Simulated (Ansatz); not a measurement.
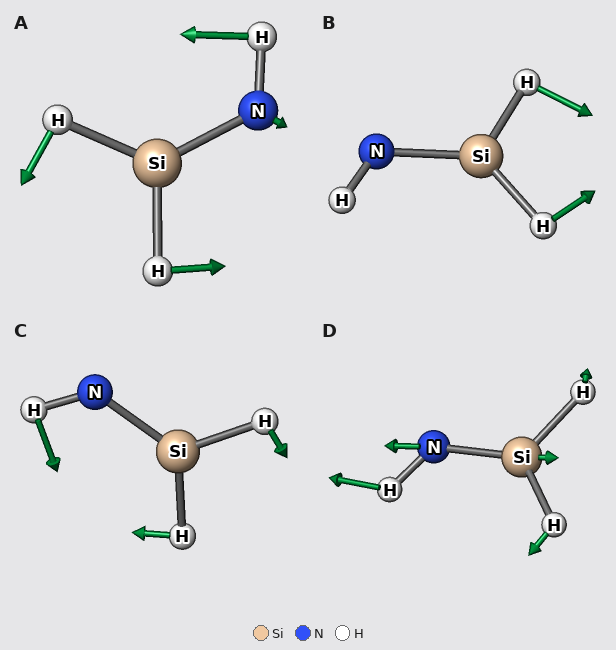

4 normal modes of one molecule or complex, as arrows. Harmonic vibrations computed with RKS PBE0-D4/def2-TZVP (Ansatz 0.2.0) at a stationary point of the same level.

Question: Match the panels to the wavenumbers 572 cm⁻¹, 750 cm⁻¹, 982 cm⁻¹, 1146 cm⁻¹.

Answer: A: 750 cm⁻¹, angle bending
B: 982 cm⁻¹, H–Si–H bending
C: 572 cm⁻¹, H–N–Si bending
D: 1146 cm⁻¹
